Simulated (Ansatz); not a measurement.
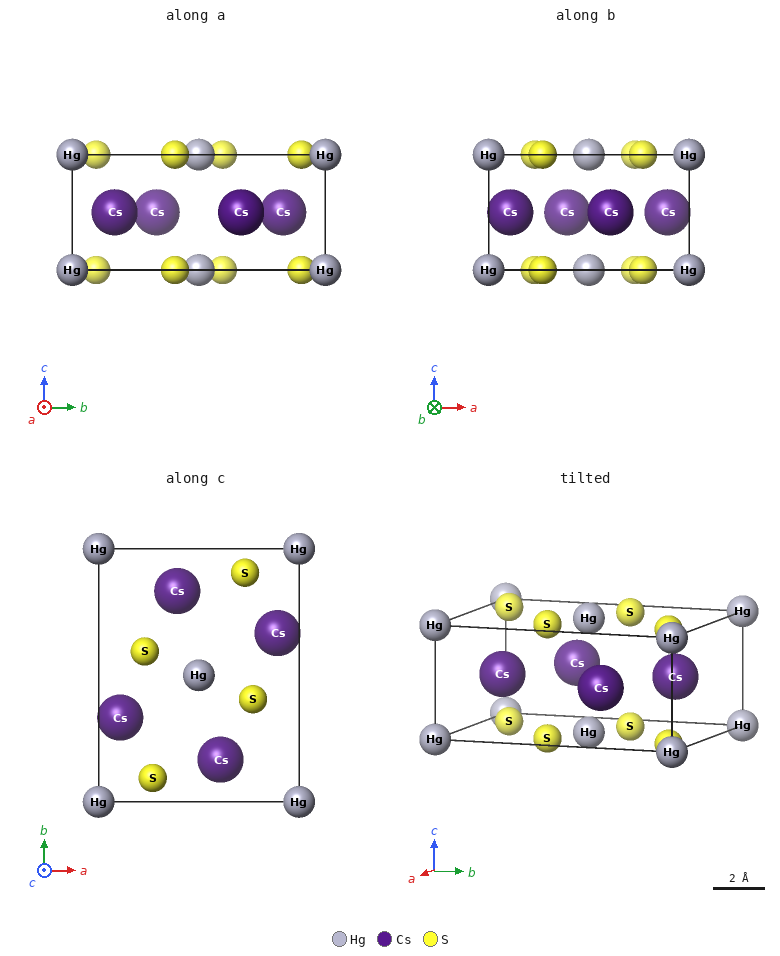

Drawn in the spheres-only manner and seen along the a axis, along the b axis, along the c axis and slightly off an axis. Lines trace the edges of the conventional unit cell.

Lattice parameters: a = 7.9865 Å, b = 10.0798 Å, c = 4.5970 Å, α = 90.000°, β = 90.000°, γ = 90.000°.

### Convert the drawing into a CIF with its space group and independent sites, with free fractional coordinates to two decimals.

```cif
data_structure
_symmetry_space_group_name_H-M 'P b a m'
_symmetry_Int_Tables_number 55
_cell_length_a 7.9865
_cell_length_b 10.0798
_cell_length_c 4.5970
_cell_angle_alpha 90.000
_cell_angle_beta 90.000
_cell_angle_gamma 90.000
_cell_volume 370.07
loop_
_atom_site_label
_atom_site_type_symbol
_atom_site_symmetry_multiplicity
_atom_site_Wyckoff_symbol
_atom_site_fract_x
_atom_site_fract_y
_atom_site_fract_z
_atom_site_occupancy
Hg1 Hg 2 a 0.50 0.50 0.00 1
Cs1 Cs 4 h 0.39 0.83 0.50 1
S1 S 4 g 0.23 0.59 0.00 1
```

Shown is a generated cell, made by putting these elements into a known structure type (the compound may or may not exist in this form), as it stood before any relaxation. It was run through Ansatz as a DFT input.
